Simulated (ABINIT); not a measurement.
## Quasiparticle gap of CsGeCl3 (R3m) in ABINIT

Wanted: ground state, empty states, screening and self-energy for CsGeCl3 (R3m).

Program: ABINIT 10.8.3. Level of theory: LDA and many-body steps on it, plane waves. Results are calculated unless marked as measured.

### 1. Set-up

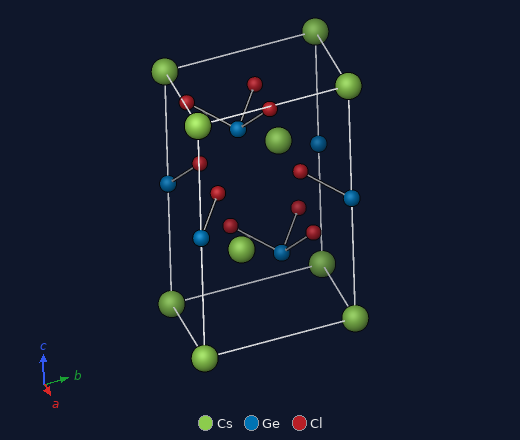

Start, viewed slightly off an axis; caesium green, germanium blue, chlorine red. This picture shows the conventional cell, with its axes. Bonds to atoms that aren't drawn are left out. Some periodic images of atoms are drawn too.

The cell and positions are those that the Materials Project relaxed with its own functionals (PBE, PBE+U or r2SCAN), kept fixed. Spin-orbit coupling is left out unless a step names it.

### 2. Ground state

This step: ABINIT 10.8.3; DFT, LDA, plane waves, norm-conserving pseudopotentials.

The ground-state density comes first.

Input file run.abi:

```
acell 3*1.0 Angstrom
rprim 
  3.846816390705 2.220960478697 3.178300533600
  -3.846816390705 2.220960478697 3.178300533600
  -0.000000000000 -4.441920957394 3.178300533600
ntypat 3
znucl 55 32 17
natom 5
typat 1 2 3 3 3
xred 
  0.998403350000 0.998403350000 0.998403350000
  0.515533150000 0.515533150000 0.515533150000
  0.496712670000 0.496712670000 0.948638170000
  0.496712670000 0.948638170000 0.496712670000
  0.948638170000 0.496712670000 0.496712670000
pp_dirpath "pseudos"
pseudos "Cs.upf, Ge.upf, Cl.upf"
ecut 56
ngkpt 4 4 4
nshiftk 1
shiftk 0 0 0
kptopt 1
chksymbreak 0
nband 32
occopt 1
tolvrs 1e-08
nstep 60
prtwf 0
optforces 0
optstress 0
indata_prefix "in"
outdata_prefix "out"
tmpdata_prefix "tmp"
```

Launch:

```console
OMP_NUM_THREADS=1 mpirun -n 4 abinit run.abi > log
```

Numbers of over 12 decimals in the logs are rounded to 6 here.

The program printed:

```text
.Version 10.8.3 of ABINIT. v10.8.2 released Aug 2026.

 Symmetries : space group R3 m (#160); Bravais hR (rhombohedral)
================================================================================
 Values of the parameters that define the memory need of the present run
     intxc =       0    ionmov =       0      iscf =       7    lmnmax =       8
     lnmax =       8     mgfft =      72  mpssoang =       4    mqgrid =    3477
     natom =       5  nloc_mem =       1    nspden =       1   nspinor =       1
    nsppol =       1      nsym =       6    n1xccc =    2501    ntypat =       3
    occopt =       1   xclevel =       1
-    mband =          32        mffmem =           1         mkmem =           4
       mpw =       22022          nfft =      373248          nkpt =          13
================================================================================
  Rough estimation (10% accuracy) of disk space for files :
================================================================================

--------------------------------------------------------------------------------
------------- Echo of variables that govern the present computation ------------
--------------------------------------------------------------------------------
 -outvars: echo values of preprocessed input variables --------
            acell      1.8897261259E+00  1.8897261259E+00  1.8897261259E+00 Bohr

      chksymbreak           0
             ecut      5.60000000E+01 Hartree
-          fftalg         312

              ixc       -1012
              kpt      0.00000000E+00  0.00000000E+00  0.00000000E+00
                       2.50000000E-01  0.00000000E+00  0.00000000E+00
                       5.00000000E-01  0.00000000E+00  0.00000000E+00
                       2.50000000E-01  2.50000000E-01  0.00000000E+00
                       5.00000000E-01  2.50000000E-01  0.00000000E+00
                      -2.50000000E-01  2.50000000E-01  0.00000000E+00
                       5.00000000E-01  5.00000000E-01  0.00000000E+00
                       2.50000000E-01  2.50000000E-01  2.50000000E-01
                       5.00000000E-01  2.50000000E-01  2.50000000E-01
                      -2.50000000E-01  2.50000000E-01  2.50000000E-01
                       5.00000000E-01  5.00000000E-01  2.50000000E-01
[...]
kptrlatt        4    0    0      0    4    0      0    0    4
          kptrlen      4.12859144E+01
P           mkmem           4
            natom           5
            nband          32
            ngfft          72      72      72
             nkpt          13
            nstep          60
             nsym           6
           ntypat           3
              occ      2.000000  2.000000  2.000000  2.000000  2.000000  2.000000
                       2.000000  2.000000  2.000000  2.000000  2.000000  2.000000
                       2.000000  2.000000  2.000000  2.000000  2.000000  2.000000
                       2.000000  2.000000  2.000000  2.000000  2.000000  2.000000
                       2.000000  2.000000  0.000000  0.000000  0.000000  0.000000
                       0.000000  0.000000
        optforces           0
        optstress           0
            prtwf           0
            rprim      3.8468163907E+00  2.2209604787E+00  3.1783005336E+00
[...]
spgroup         160

           tolvrs      1.00000000E-08

             xred      9.9840335000E-01  9.9840335000E-01  9.9840335000E-01
[...]
znucl       55.00000   32.00000   17.00000

================================================================================

 chkinp: Checking input parameters for consistency.

================================================================================
== DATASET  1 ==================================================================
-   mpi_nproc: 4, omp_nthreads: 1 (-1 if OMP is not activated)

--- !DatasetInfo
iteration_state: {dtset: 1, }
dimensions: {natom: 5, nkpt: 13, mband: 32, nsppol: 1, nspinor: 1, nspden: 1, mpw: 22022, }
cutoff_energies: {ecut:  56.0, pawecutdg:  -1.0, }
electrons: {nelect:   5.20000000E+01, charge:   0.00000000E+00, occopt:   1.00000000E+00, tsmear:   1.00000000E-02, }

 Real(R)+Recip(G) space primitive vectors, cartesian coordinates (Bohr,Bohr^-1):
 R(1)=  7.2694294  4.1970070  6.0061176  G(1)=  0.0687812  0.0397108  0.0554990
 R(2)= -7.2694294  4.1970070  6.0061176  G(2)= -0.0687812  0.0397108  0.0554990
 R(3)=  0.0000000 -8.3940141  6.0061176  G(3)=  0.0000000 -0.0794217  0.0554990
 Unit cell volume ucvol=  1.0994743E+03 bohr^3
 Angles (23,13,12)=  8.95462282E+01  8.95462282E+01  8.95462282E+01 degrees

 getcut: wavevector=  0.0000  0.0000  0.0000  ngfft=  72  72  72
         ecut(hartree)=     56.000   => boxcut(ratio)=   2.07090

--- Pseudopotential description ------------------------------------------------
- Cs Generated using ONCVPSP code by D. R. Hamann
- 55.00000   9.00000  201201                  znucl, zion, pspdat
12 -1012 3 -1 2328                            pspcod,pspxc,lmax,lloc,mmax
     nproj     2     2     2     2
  pspatm : epsatm=   21.68725381
         --- l  ekb(1:nproj) -->
[...]
pspatm: atomic psp has been read  and splines computed

- Ge Generated using ONCVPSP code by D. R. Hamann
- 32.00000  22.00000  201201                  znucl, zion, pspdat
12 -1012 2 -1 1524                            pspcod,pspxc,lmax,lloc,mmax
     nproj     2     2     2     0
  pspatm : epsatm=   22.63792625
         --- l  ekb(1:nproj) -->
[...]
pspatm: atomic psp has been read  and splines computed

- Cl Generated using ONCVPSP code by D. R. Hamann
- 17.00000   7.00000  180309                  znucl, zion, pspdat
12 -1012 2 -1 1016                            pspcod,pspxc,lmax,lloc,mmax
     nproj     2     2     2     0
  pspatm : epsatm=    8.88507506
         --- l  ekb(1:nproj) -->
[...]
pspatm: atomic psp has been read  and splines computed

   3.69098107E+03                                ecore*ucvol(ha*bohr**3)
--------------------------------------------------------------------------------

_setup2: Arith. and geom. avg. npw (full set) are   22005.797   22005.792

================================================================================

--- !BeginCycle
iteration_state: {dtset: 1, }
solver: {iscf: 7, nstep: 60, nline: 4, wfoptalg: 0, }
tolerances: {tolvrs: 1.00E-08, }

     iter   Etot(hartree)      deltaE(h)  residm     vres2
 ETOT  1  -346.58757703577    -3.466E+02 7.487E-01 1.296E+04
 ETOT  2  -350.05068106251    -3.463E+00 7.253E-02 2.125E+04
 ETOT  3  -352.09636133415    -2.046E+00 2.292E-02 2.404E+03
 ETOT  4  -352.19794956111    -1.016E-01 1.144E-02 1.559E+03
 ETOT  5  -352.28680674605    -8.886E-02 1.210E-03 5.763E+02
 ETOT  6  -352.31205484195    -2.525E-02 2.829E-03 2.739E+02
 ETOT  7  -352.33135855306    -1.930E-02 2.152E-03 2.933E+01
 ETOT  8  -352.33343579133    -2.077E-03 1.104E-03 1.773E+00
 ETOT  9  -352.33356807167    -1.323E-04 2.420E-04 4.910E-02
 ETOT 10  -352.33357261829    -4.547E-06 1.342E-04 1.193E-04
 ETOT 11  -352.33357264590    -2.761E-08 4.881E-05 1.355E-05
 ETOT 12  -352.33357264746    -1.555E-09 7.703E-05 1.283E-06
 ETOT 13  -352.33357264757    -1.123E-10 2.707E-05 3.106E-07
 ETOT 14  -352.33357264754     3.246E-11 4.123E-05 3.429E-08
 ETOT 15  -352.33357264755    -1.546E-11 1.462E-05 1.171E-09

 At SCF step   15       vres2   =  1.17E-09 < tolvrs=  1.00E-08 =>converged.

--- !ResultsGS
iteration_state: {dtset: 1, }
comment   : Summary of ground state results
lattice_vectors:
- [  7.2694294,   4.1970070,   6.0061176, ]
- [ -7.2694294,   4.1970070,   6.0061176, ]
- [ -0.0000000,  -8.3940141,   6.0061176, ]
lattice_lengths: [  10.32148,   10.32148,   10.32148, ]
lattice_angles: [ 89.546,  89.546,  89.546, ] # degrees, (23, 13, 12)
lattice_volume:   1.0994743E+03
convergence: {deltae: -1.546E-11, res2:  1.171E-09, residm:  1.462E-05, diffor:  0.000E+00, }
etotal    :  -3.52333573E+02
entropy   :   0.00000000E+00
fermie    :   7.19807518E-02
cartesian_stress_tensor: null
pressure_GPa: null
xred      :
- [  9.9840E-01,   9.9840E-01,   9.9840E-01, Cs]
- [  5.1553E-01,   5.1553E-01,   5.1553E-01, Ge]
- [  4.9671E-01,   4.9671E-01,   9.4864E-01, Cl]
- [  4.9671E-01,   9.4864E-01,   4.9671E-01, Cl]
- [  9.4864E-01,   4.9671E-01,   4.9671E-01, Cl]
cartesian_forces: null
force_length_stats: {min: null, max: null, mean: null, }

 Integrated electronic density in atomic spheres:
 ------------------------------------------------
 Atom  Sphere_radius  Integrated_density
[...]
================================================================================

 ----iterations are completed or convergence reached----

 Mean square residual over all n,k,spin=   81.697E-09; max=  14.623E-06
 reduced coordinates (array xred) for    5 atoms
       0.998403350000      0.998403350000      0.998403350000
       0.515533150000      0.515533150000      0.515533150000
       0.496712670000      0.496712670000      0.948638170000
       0.496712670000      0.948638170000      0.496712670000
       0.948638170000      0.496712670000      0.496712670000
 rms dE/dt=  0.0000E+00; max dE/dt=  0.0000E+00; dE/dt below (all hartree)
    1       0.000000000000      0.000000000000      0.000000000000
    2       0.000000000000      0.000000000000      0.000000000000
    3       0.000000000000      0.000000000000      0.000000000000
    4       0.000000000000      0.000000000000      0.000000000000
    5       0.000000000000      0.000000000000      0.000000000000

 cartesian coordinates (angstrom) at end:
    1      0.000000     0.000000     9.519678
    2     -0.000000     0.000000     4.915558
    3     -0.000000    -2.007417     6.172461
    4     -1.738474     1.003709     6.172461
    5      1.738474     1.003709     6.172461
 length scales=  1.889726125908  1.889726125908  1.889726125908 bohr
              =  1.000000000000  1.000000000000  1.000000000000 angstroms
 prteigrs : about to open file out_EIG
 Fermi (or HOMO) energy (hartree) =   0.07198   Average Vxc (hartree)=  -0.31317
 Eigenvalues (hartree) for nkpt=  13  k points:
 kpt#   1, nband= 32, wtk=  0.01563, kpt=  0.0000  0.0000  0.0000 (reduced coord)
  -5.91010   -3.98668   -3.98668   -3.98531   -0.83432   -0.83432   -0.83292   -0.83292
  -0.83209   -0.70671   -0.49768   -0.46637   -0.46637   -0.22011   -0.21994   -0.21994
  -0.19166   -0.11039   -0.11039   -0.07877   -0.02980   -0.02980   -0.02316   -0.01935
  -0.01935   -0.01249    0.19037    0.22266    0.22266    0.24897    0.25604    0.25604
 prteigrs : prtvol=0 or 1, do not print more k-points.

--- !EnergyTerms
iteration_state     : {dtset: 1, }
comment             : Components of total free energy in Hartree
kinetic             :  1.55265087897587E+02
hartree             :  1.71757401403163E+02
xc                  : -4.72943812328144E+01
Ewald energy        : -1.32965180889418E+02
psp_core            :  3.35704154996994E+00
local_psp           : -4.40977514499584E+02
non_local_psp       : -6.14760268764532E+01
total_energy        : -3.52333572647551E+02
total_energy_eV     : -9.58748493273892E+03
band_energy         : -5.08413983604801E+01

== END DATASET(S) ==============================================================
================================================================================

 -outvars: echo values of variables after computation  --------
           etotal     -3.5233357265E+02
            nband          32
             nkpt          13
          spgroup         160
 [... the other variables as echoed above ...]

 Calculation completed.
```

The job ended after 1.8 min (4 MPI ranks of AMD EPYC 9R45, shared host; peak memory 0.79 GiB; 7.2 min of CPU time).

This step gave:

```
total energy               : -9587.4849 eV
gap                        : 1.977 eV
k of the valence top       : 0.5, 0.5, 0.5
k of the conduction bottom : 0.5, 0.5, 0.5
least direct gap           : 1.977 eV
```

The gap is direct, at (0.500, 0.500, 0.500).

(Continued in part 2 of 3.)

[Paths, hosts, dates, memory and timing lines, banners, echoed tables and standing remarks are left out of the program output.]

[Logs are printed without paths, hosts, clocks, repeated set-up lines and the standing remarks that a program may print on its own settings, such as how far it seeks lower states.]

[Runs of the session that timed out or met a known fault of the program may be left out.]

[Hosts, paths, dates, database ids (printed as entryN), source tags and the programs' standing remarks are cut or masked in the printed files.]

[G0W0 gaps are taken among the corrected bands and points alone; a level outside them can change the order at an edge.]

[Where Ansatz stands beside ABINIT at settings called matched, ABINIT's density can come from a denser mesh and the files from another edition; pairs whose starting gaps differed by over 0.03 eV were left out, so agreement reads better than it is.]
